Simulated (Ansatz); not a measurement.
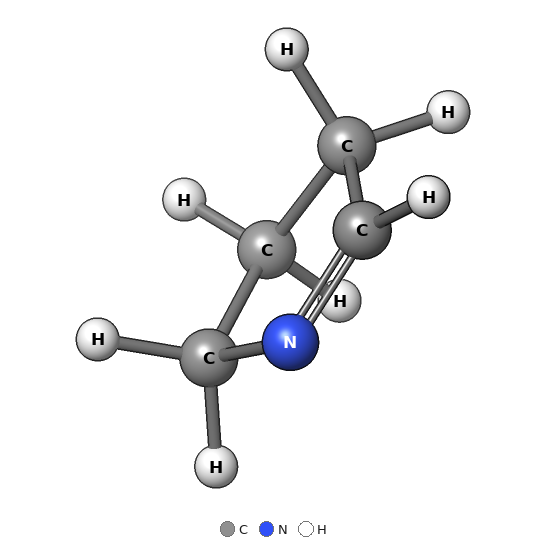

The geometry was computed by an optimisation with PBE0-D4/def2-TZVP.

Which formula does it have?

C₄H₇N, 12 atoms: 4 carbon, 7 hydrogen and 1 nitrogen.

Does it have rings?

Independent rings (smallest set): 1 of 5 members.

Give the symmetry (Schoenflies symbol).

C1.

Name functional groups in it.

Among them: imine.

How many bonds of each kind are drawn?

7 C–H, 3 C–C, 2 C–N.

The parts below concern this one geometry. Atoms keep their numbers from picture to picture.

### Charges

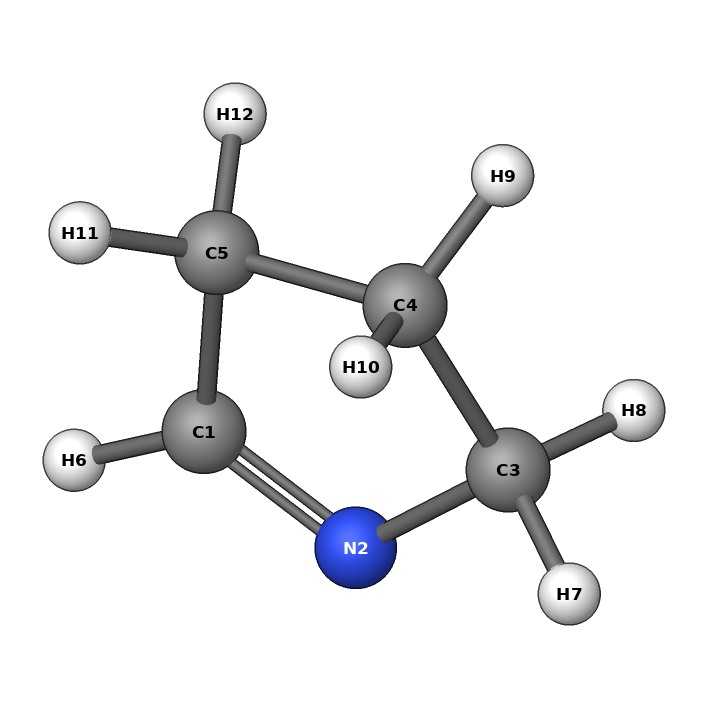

The questions are on Mulliken charges. Level of theory: RKS B3LYP-D4/def2-TZVPP (Ansatz 0.2.0).

List the Mulliken charges.

```csv
atom,value (e)
C1,−0.08
N2,−0.21
C3,0.00
C4,−0.16
C5,−0.09
H6,0.11
H7,0.07
H8,0.07
H9,0.07
H10,0.07
H11,0.07
H12,0.07
```

### Electronic properties

Properties computed with RKS HSE06 (plane-wave form)-D4/def2-TZVPP (Ansatz 0.2.0).

What is the HOMO energy (Kohn–Sham orbital)?

−6.99 eV.

Estimate the LUMO energy (Kohn–Sham orbital).

−0.27 eV.

Estimate the dispersion correction.

−17.1 kJ/mol.

### Vibrations

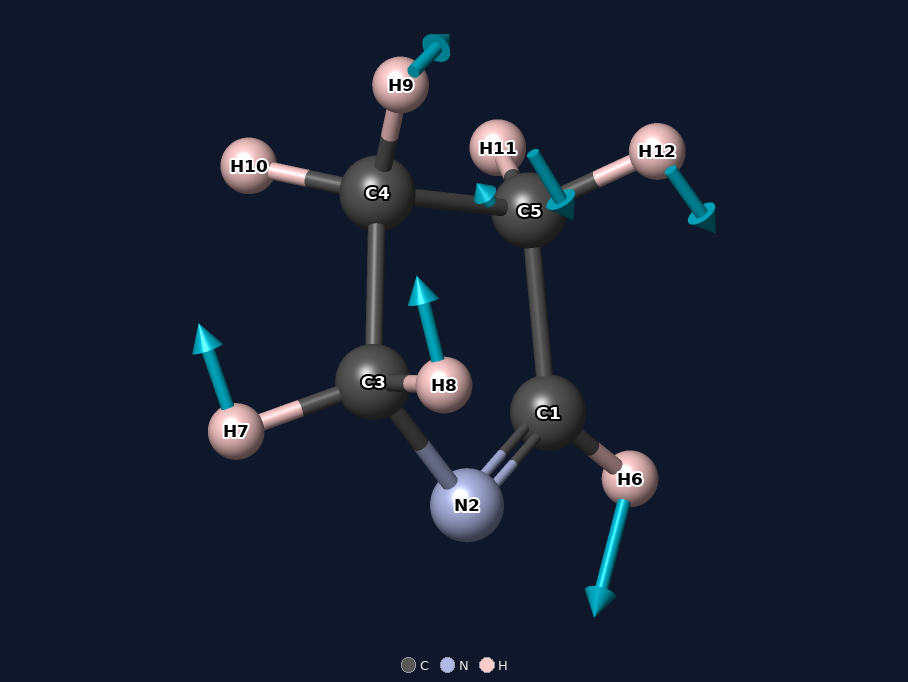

The arrows show one normal mode. Harmonic vibrations computed with RKS PBE0-D4/def2-TZVP (Ansatz 0.2.0) at a stationary point of the same level.

What kind of motion is it?

Mostly C–C–H bending.

At what wavenumber does it lie?

1304 cm⁻¹; it is mode 16 of 30 counted from the lowest.

Mulliken values depend strongly on the basis set and can even reverse the polarity of a bond.
